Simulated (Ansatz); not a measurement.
# SiH₃F + H₂O + H₂O: a complex and its separated parts, part 3 of 3

Ansatz 0.2.0, Gaussian basis.

## (19) RPA on PBE/def2-TZVPP

The inputs:

parta/in.yaml

```yaml
crystal:
  periodic: [false, false, false]
  atoms:
    - {symbol: Si, position_ang: [-1.388606, -0.521746, -1.064569]}
    - {symbol: H, position_ang: [-1.978048, -0.953444, -2.353689]}
    - {symbol: H, position_ang: [-1.547793, -1.579112, -0.038752]}
    - {symbol: H, position_ang: [-2.006514, 0.745048, -0.607317]}
    - {symbol: F, position_ang: [0.175251, -0.267397, -1.286532]}
basis:
  gaussian: {orbitals: def2-TZVPP}
hamiltonian: {xc: pbe}
correlation: {method: rpa}
```

partb/in.yaml

```yaml
crystal:
  periodic: [false, false, false]
  atoms:
    - {symbol: O, position_ang: [-0.295410, 0.281175, 1.503332]}
    - {symbol: H, position_ang: [0.638713, 0.427812, 1.339611]}
    - {symbol: H, position_ang: [-0.618550, 1.110386, 1.862259]}
basis:
  gaussian: {orbitals: def2-TZVPP}
hamiltonian: {xc: pbe}
correlation: {method: rpa}
```

partc/in.yaml

```yaml
crystal:
  periodic: [false, false, false]
  atoms:
    - {symbol: H, position_ang: [1.829350, 0.284512, -0.381172]}
    - {symbol: O, position_ang: [2.253104, 0.562596, 0.433620]}
    - {symbol: H, position_ang: [2.938502, -0.089728, 0.593310]}
basis:
  gaussian: {orbitals: def2-TZVPP}
hamiltonian: {xc: pbe}
correlation: {method: rpa}
```

The same command starts each run, in its folder.

The run is started by

```console
$ ansatz run in.yaml --threads 4 --pin off --events-out ev --progress --plain --max-ram 9574MiB
```

Output in parta, cut to the lines that bear on the results:

```text
Functional definition: PBE
  name "PBE"
  cite "Perdew, Burke & Ernzerhof, Phys. Rev. Lett. 77, 3865 (1996) doi:10.1103/PhysRevLett.77.3865"
  parent pbe
[...]
673 factors; integrals over basis functions are off by at most 8.5e-4 eV
[...]
mean field -10639.26720127 eV, -390.9858580925 hartree, gradient 3.2e-6 eV, S^2 0.000000; 0 other end points of the search recorded, 0 dependent functions left out
6 core orbitals not correlated: weight in the atoms' cores, before any rotation towards them, 1.000 or more for the frozen orbitals, at most 0.000 for the correlated occupied ones
reference -10617.93364009 eV, -390.2018641795 hartree; 7, 7 occupied and 102, 102 virtual orbitals, 673 factors
Total energy: -10635.41342288 eV, -390.8442343488 hartree
```

Output in partb, cut to the lines that bear on the results:

```text
[... 4 set-up lines as earlier in the session ...]
[...]
361 factors; integrals over basis functions are off by at most 8.7e-4 eV
[...]
mean field -2078.40759627 eV, -76.3800703676 hartree, gradient 4.1e-6 eV, S^2 0.000000; 0 other end points of the search recorded, 0 dependent functions left out
1 core orbitals not correlated: weight in the atoms' cores, before any rotation towards them, 1.000 or more for the frozen orbitals, at most 0.000 for the correlated occupied ones
reference -2069.53686109 eV, -76.0540768626 hartree; 4, 4 occupied and 54, 54 virtual orbitals, 361 factors
Total energy: -2080.48263973 eV, -76.4563268084 hartree
```

partc printed, cut to the lines that bear on the results:

```text
[... 4 set-up lines as earlier in the session ...]
[...]
361 factors; integrals over basis functions are off by at most 8.7e-4 eV
[...]
mean field -2078.40755259 eV, -76.3800687623 hartree, gradient 5.5e-6 eV, S^2 0.000000; 0 other end points of the search recorded, 0 dependent functions left out
1 core orbitals not correlated: weight in the atoms' cores, before any rotation towards them, 1.000 or more for the frozen orbitals, at most 0.000 for the correlated occupied ones
reference -2069.53696784 eV, -76.0540807856 hartree; 4, 4 occupied and 54, 54 virtual orbitals, 361 factors
Total energy: -2080.48260199 eV, -76.4563254213 hartree
```

They took 0.7 s (parta), 0.25 s (partb), 0.25 s (partc) on 4 threads of Arm Neoverse V2, shared host.

## (20) CCSD(T)/def2-TZVPP

Each input of step 19 (parta, partb, partc) changes in the same lines:

```diff
-hamiltonian: {xc: pbe}
-correlation: {method: rpa}
+correlation: {method: ccsd_t}
```

Each run has its own folder and the same command.

The run is started by

```console
$ ansatz run in.yaml --threads 4 --pin off --events-out ev --progress --plain --max-ram 9574MiB
```

Output in parta, cut to the lines that bear on the results:

```text
Functional definition: HF
  name "HF"
  cite "Fock, Z. Phys. 61, 126 (1930) doi:10.1007/BF01340294"
[... 1 set-up line as earlier in the session ...]
[...]
673 factors; integrals over basis functions are off by at most 8.5e-4 eV
[...]
mean field -10618.75669393 eV, -390.2321108501 hartree, gradient 1.8e-6 eV, S^2 0.000000; 0 other end points of the search recorded, 0 dependent functions left out
6 core orbitals not correlated: weight in the atoms' cores, before any rotation towards them, 1.000 or more for the frozen orbitals, at most 0.000 for the correlated occupied ones
reference -10618.75669393 eV, -390.2321108501 hartree; 7, 7 occupied and 102, 102 virtual orbitals, 673 factors
second order -10.41000866 eV of doubles, -0.00000000 eV of singles
cycle   1  -10.68409461 eV  change   -2.7e-1 eV  update   7.1e-2
[...]
cycle   8  -11.00764309 eV  change    1.7e-5 eV  update   1.3e-5
perturbative correction -0.28076179 eV, -0.0103178056 hartree
Total energy: -10630.04509881 eV, -390.6469520781 hartree
```

Output in partb, cut to the lines that bear on the results:

```text
[... 4 set-up lines as earlier in the session ...]
[...]
361 factors; integrals over basis functions are off by at most 8.7e-4 eV
[...]
mean field -2069.76232200 eV, -76.0623623983 hartree, gradient 3.6e-6 eV, S^2 0.000000; 0 other end points of the search recorded, 0 dependent functions left out
1 core orbitals not correlated: weight in the atoms' cores, before any rotation towards them, 1.000 or more for the frozen orbitals, at most 0.000 for the correlated occupied ones
reference -2069.76232200 eV, -76.0623623983 hartree; 4, 4 occupied and 54, 54 virtual orbitals, 361 factors
second order -7.10566453 eV of doubles, -0.00000000 eV of singles
cycle   1  -7.11169935 eV  change   -6.0e-3 eV  update   4.1e-2
[...]
cycle   8  -7.26617109 eV  change    3.4e-6 eV  update   7.2e-6
perturbative correction -0.20741485 eV, -0.0076223550 hartree
Total energy: -2077.23590794 eV, -76.3370116156 hartree
```

Log of partc, cut to the lines that bear on the results:

```text
[... 4 set-up lines as earlier in the session ...]
[...]
361 factors; integrals over basis functions are off by at most 8.7e-4 eV
[...]
mean field -2069.76241322 eV, -76.0623657506 hartree, gradient 3.6e-6 eV, S^2 0.000000; 0 other end points of the search recorded, 0 dependent functions left out
1 core orbitals not correlated: weight in the atoms' cores, before any rotation towards them, 1.000 or more for the frozen orbitals, at most 0.000 for the correlated occupied ones
reference -2069.76241322 eV, -76.0623657506 hartree; 4, 4 occupied and 54, 54 virtual orbitals, 361 factors
second order -7.10556387 eV of doubles, -0.00000000 eV of singles
cycle   1  -7.11162602 eV  change   -6.1e-3 eV  update   4.1e-2
[...]
cycle   8  -7.26608141 eV  change    3.5e-6 eV  update   7.2e-6
perturbative correction -0.20740297 eV, -0.0076219186 hartree
Total energy: -2077.23589760 eV, -76.3370112358 hartree
```

Wall times: 1.7 s (parta), 0.25 s (partb), 0.25 s (partc) on 4 threads of Arm Neoverse V2, shared host.

## (21) Vibrations of SiH₃F

The input, vib-parta/in.yaml:

```yaml
crystal:
  periodic: [false, false, false]
  atoms:
    - {symbol: Si, position_ang: [-1.388606, -0.521746, -1.064569]}
    - {symbol: H, position_ang: [-1.978048, -0.953444, -2.353689]}
    - {symbol: H, position_ang: [-1.547793, -1.579112, -0.038752]}
    - {symbol: H, position_ang: [-2.006514, 0.745048, -0.607317]}
    - {symbol: F, position_ang: [0.175251, -0.267397, -1.286532]}
basis:
  gaussian: {orbitals: def2-TZVP}
hamiltonian: {xc: pbe0, dispersion: d4}
phonons: {temperatures: {t_min: 298.15, t_max: 900, t_step: 200}}
```

The run is started by

```console
$ ansatz run in.yaml --threads 4 --pin off --events-out ev --progress --plain --max-ram 9574MiB
```

The program printed, cut to the lines that bear on the results:

```text
[... 5 set-up lines as earlier in the session ...]
[...]
556 factors; their error is unknown
[...]
mean field -10640.14967696 eV, -391.0182884757 hartree, gradient 4.3e-5 eV, S^2 0.000000; 0 other end points of the search recorded, 0 dependent functions left out
[...]
Atom 2 at    -1.547793    -1.579112    -0.038752 Å, force    -0.000023     0.000126    -0.000163 eV/Å
Atom 3 at    -2.006514     0.745048    -0.607317 Å, force     0.000047    -0.000135    -0.000079 eV/Å
Atom 4 at     0.175251    -0.267397    -1.286532 Å, force     0.000082     0.000066     0.000098 eV/Å
Dipole moment:    -0.258317    -0.042009     0.036668 e Å
Vibrations: 722.44 722.45 880.16 956.11 956.13 987.12 2249.87 2257.29 2257.34 cm⁻¹, zero-point energy 0.743217 eV
```

It took 8 s on 4 threads of Arm Neoverse V2, shared host.

The modes, with what each moves most:

```
mode  wavenumber (cm⁻¹)     character
   1                722          bend
   2                722          bend
   3                880  Si–F stretch
   4                956          bend
   5                956          bend
   6                987          bend
   7               2250  Si–H stretch
   8               2257  Si–H stretch
   9               2257  Si–H stretch
```

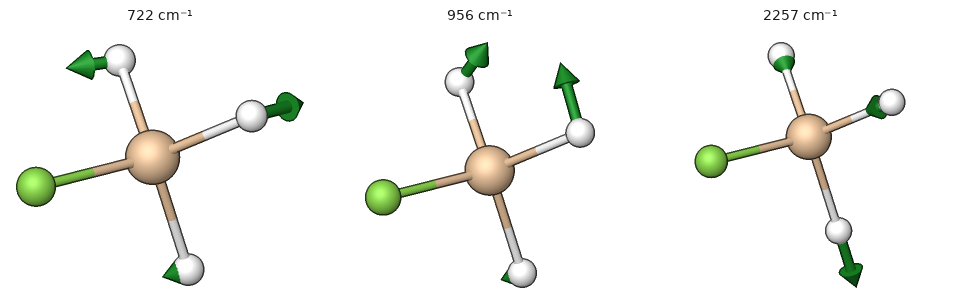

Displacements of 3 modes, as arrows.

Vibrational sums (real modes only):

```
T (K)  entropy (J/mol/K)  heat capacity (J/mol/K)
  298                4.3                     14.1
  498               16.0                     31.8
  698               28.8                     43.6
  898               40.8                     51.7
```

## (22) Vibrations of H₂O

The input, vib-partb/in.yaml:

```yaml
crystal:
  periodic: [false, false, false]
  atoms:
    - {symbol: O, position_ang: [-0.295410, 0.281175, 1.503332]}
    - {symbol: H, position_ang: [0.638713, 0.427812, 1.339611]}
    - {symbol: H, position_ang: [-0.618550, 1.110386, 1.862259]}
basis:
  gaussian: {orbitals: def2-TZVP}
hamiltonian: {xc: pbe0, dispersion: d4}
phonons: {temperatures: {t_min: 298.15, t_max: 900, t_step: 200}}
```

The run is started by

```console
$ ansatz run in.yaml --threads 4 --pin off --events-out ev --progress --plain --max-ram 9574MiB
```

The program printed, cut to the lines that bear on the results:

```text
[... 5 set-up lines as earlier in the session ...]
[...]
239 factors; their error is unknown
[...]
mean field -2078.33307650 eV, -76.3773318168 hartree, gradient 1.2e-5 eV, S^2 0.000000; 0 other end points of the search recorded, 0 dependent functions left out
[...]
Total energy: -2078.33734651 eV, -76.3774887365 hartree
Atom 0 at    -0.295410     0.281175     1.503332 Å, force     0.002634     0.002091     0.000115 eV/Å
Atom 1 at     0.638713     0.427812     1.339611 Å, force    -0.002373    -0.000986     0.000205 eV/Å
Atom 2 at    -0.618550     1.110386     1.862259 Å, force    -0.000261    -0.001105    -0.000320 eV/Å
Dipole moment:     0.225268     0.359800     0.071974 e Å
Vibrations: 1623.09 3851.18 3958.83 cm⁻¹, zero-point energy 0.584778 eV
```

Run time: 0.95 s. Hardware: 4 threads of Arm Neoverse V2, shared host.

The modes, with what each moves most:

```
mode  wavenumber (cm⁻¹)    character
   1               1623         bend
   2               3851  O–H stretch
   3               3959  O–H stretch
```

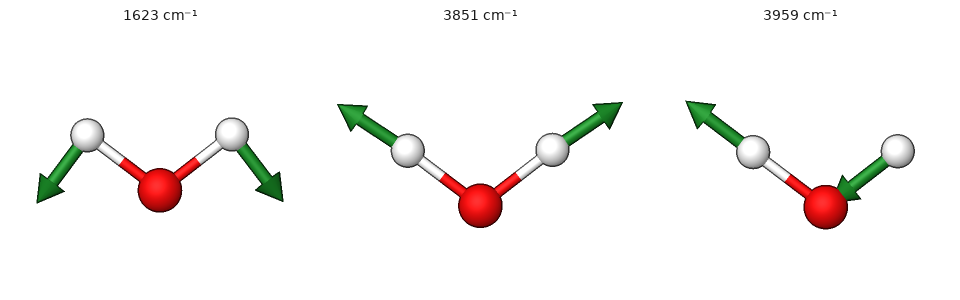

Displacements of 3 modes, as arrows.

Vibrational sums (real modes only):

```
T (K)  entropy (J/mol/K)  heat capacity (J/mol/K)
  298                0.0                      0.2
  498                0.4                      1.7
  698                1.4                      3.9
  898                2.6                      6.1
```

## (23) Vibrations of H₂O

The input, vib-partc/in.yaml:

```yaml
crystal:
  periodic: [false, false, false]
  atoms:
    - {symbol: H, position_ang: [1.829350, 0.284512, -0.381172]}
    - {symbol: O, position_ang: [2.253104, 0.562596, 0.433620]}
    - {symbol: H, position_ang: [2.938502, -0.089728, 0.593310]}
basis:
  gaussian: {orbitals: def2-TZVP}
hamiltonian: {xc: pbe0, dispersion: d4}
phonons: {temperatures: {t_min: 298.15, t_max: 900, t_step: 200}}
```

The run is started by

```console
$ ansatz run in.yaml --threads 4 --pin off --events-out ev --progress --plain --max-ram 9574MiB
```

The program printed, cut to the lines that bear on the results:

```text
[... 5 set-up lines as earlier in the session ...]
[...]
239 factors; their error is unknown
[...]
mean field -2078.33307681 eV, -76.3773318280 hartree, gradient 1.2e-5 eV, S^2 0.000000; 0 other end points of the search recorded, 0 dependent functions left out
[...]
Total energy: -2078.33734664 eV, -76.3774887413 hartree
Atom 0 at     1.829350     0.284512    -0.381172 Å, force    -0.000123    -0.000045    -0.000200 eV/Å
Atom 1 at     2.253104     0.562596     0.433620 Å, force     0.000222    -0.000070     0.000199 eV/Å
Atom 2 at     2.938502    -0.089728     0.593310 Å, force    -0.000098     0.000116     0.000000 eV/Å
Dipole moment:     0.096475    -0.343067    -0.241555 e Å
Vibrations: 1622.91 3851.66 3959.39 cm⁻¹, zero-point energy 0.584831 eV
```

Run time: 0.95 s. Hardware: 4 threads of Arm Neoverse V2, shared host.

Wavenumbers and character of the modes:

```
mode  wavenumber (cm⁻¹)    character
   1               1623         bend
   2               3852  O–H stretch
   3               3959  O–H stretch
```

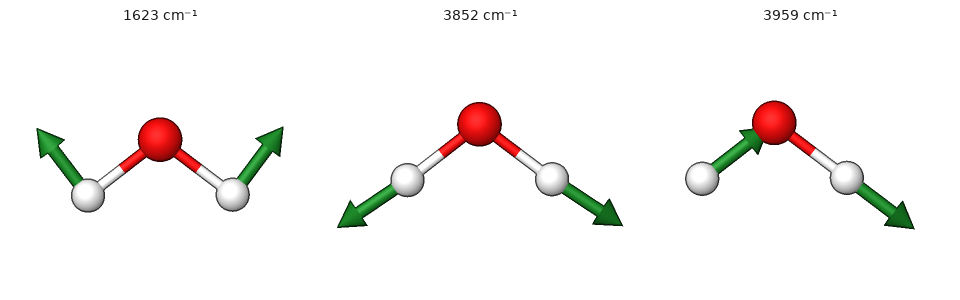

How the atoms move in 3 of the modes.

Vibrational sums (real modes only):

```
T (K)  entropy (J/mol/K)  heat capacity (J/mol/K)
  298                0.0                      0.2
  498                0.4                      1.7
  698                1.4                      3.9
  898                2.6                      6.1
```

## (24) Complex less separated parts

The complex's own energies come from single points at the same levels.

Rows are in def2-TZVPP; times add the 4 runs of a level on a shared host, so small differences are noise.

Differences are taken before rounding.

```
      method                    rung  complex less parts (kcal/mol)  from CCSD(T) (kcal/mol)     time
       SPW92                     LDA                          -20.8                     -9.1    1.4 s
      PBE-D4                     GGA                          -13.9                     -2.2      2 s
     BLYP-D4                     GGA                          -13.0                     -1.3    2.1 s
   r2SCAN-D4                meta-GGA                          -13.4                     -1.7    4.4 s
      B97M-V                meta-GGA                          -13.0                     -1.3    7.8 s
     PBE0-D4                  hybrid                          -13.1                     -1.4    2.5 s
    B3LYP-D4                  hybrid                          -13.0                     -1.3    2.6 s
  r2SCAN0-D4                  hybrid                          -13.1                     -1.4    4.6 s
    BHLYP-D4                  hybrid                          -13.2                     -1.5    2.6 s
CAM-B3LYP-D4  range-separated hybrid                          -14.1                     -2.4    2.9 s
     wB97X-V  range-separated hybrid                          -12.8                     -1.2    6.4 s
     wB97M-V  range-separated hybrid                          -13.4                     -1.7    7.7 s
      B2PLYP           double hybrid                          -11.2                     +0.5    4.5 s
    PBE-QIDH           double hybrid                          -11.7                      0.0    4.7 s
  RPA on PBE                     RPA                          -10.0                     +1.7    5.1 s
Hartree-Fock            wavefunction                           -6.2                     +5.5         
         MP2            wavefunction                          -11.8                     -0.1         
        CCSD            wavefunction                          -10.8                     +0.9         
     CCSD(T)            wavefunction                          -11.7                        0  1.8 min
```

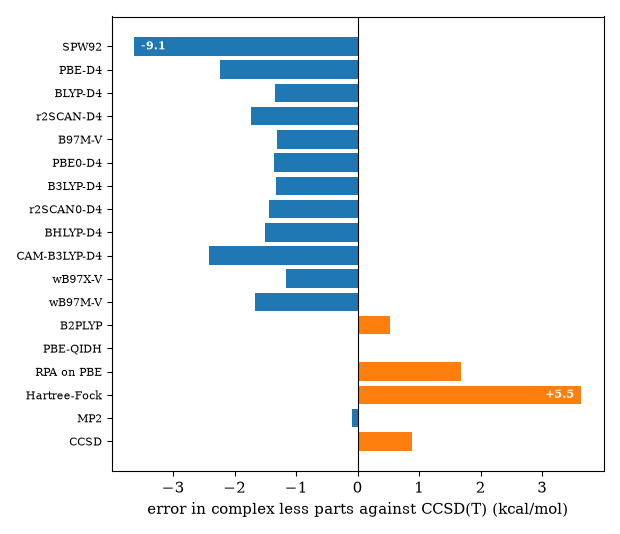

Error of each method against CCSD(T). Bars with a number in them are cut short.

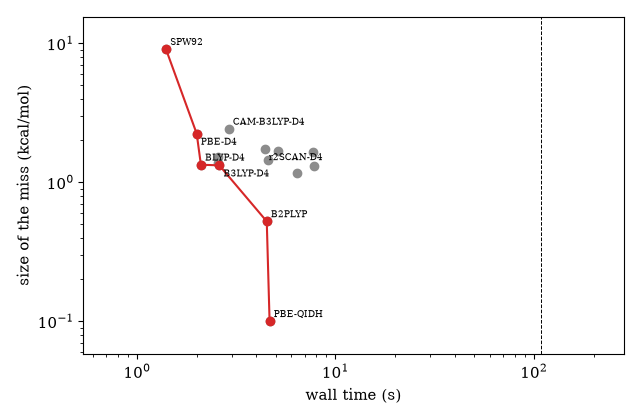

Miss against cost. Red marks the levels that no quicker level drawn beats (of those quicker than the yardstick), and the dashed line is the time of CCSD(T). Only those levels and the largest misses are named. Misses under 0.1 kcal/mol are drawn at that value. Times are from a shared host.

For cost: PBE-QIDH gets within 0.0 kcal/mol in 4.7 s, where CCSD(T) took 1.8 min; the quickest level in the cost chart, SPW92, takes 1.4 s and misses by 9.1 kcal/mol.

The complex's zero-point energy, from a separate PBE0-D4 run, is 2.091 eV.

## (25) Summary of results

This closing draws on all 3 parts.

| quantity | value |
| --- | --- |
| complex less parts, CCSD(T)/def2-TZVPP | -11.7 kcal/mol |
| with zero-point energy | -7.6 kcal/mol |
| largest T1 diagnostic | 0.011 |

At CCSD(T) the complex lies 11.7 kcal/mol below its parts. Among the functionals PBE-QIDH lands nearest to CCSD(T) (0.0 kcal/mol) and SPW92 farthest (-9.1 kcal/mol). By rung, the mean size of the error is: LDA 9.1, GGA 1.8, meta-GGA 1.5, hybrid 1.4, range-separated hybrid 1.7, double hybrid 0.3 kcal/mol. PBE-D4 gives a relative energy 2.2 kcal/mol too low, outside chemical accuracy (1 kcal/mol). No counterpoise was applied, and triple zeta lacks some correlation, so the CCSD(T) reference has a basis error of its own, and close matches with it are partly luck.
